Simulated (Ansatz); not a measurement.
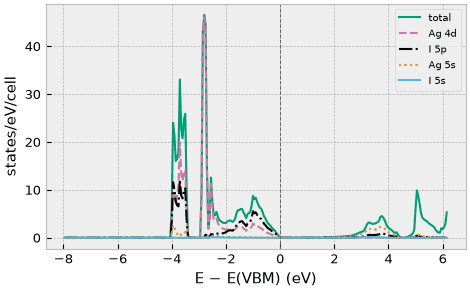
*Total and projected density of states of AgI (wurtzite, P6_3mc), the program Ansatz at the PBE level (PAW)*

Q: Which orbitals carry the states next to the gap?

A: Top 1 eV of the valence band: I 5p 65 %, Ag 4d 33 %. Bottom 1 eV of the conduction band: Ag 5s 70 %, I 5p 15 %, I 5s 12 %. Projections are on Löwdin-orthogonalised atomic valence shells; empty p or d shells of many metals are not among them.

Q: Where is the tallest occupied peak in this window, and what makes it?

A: Near -2.8 eV, about 47 states/eV per cell; the largest projected share is Ag 4d.

The cell was relaxed with PBE under the symmetry of its start. No spin polarisation was allowed. Scalar-relativistic: spin–orbit coupling is off unless named, which matters more the heavier the elements.

Potentials: the later of the program's two PAW sets.
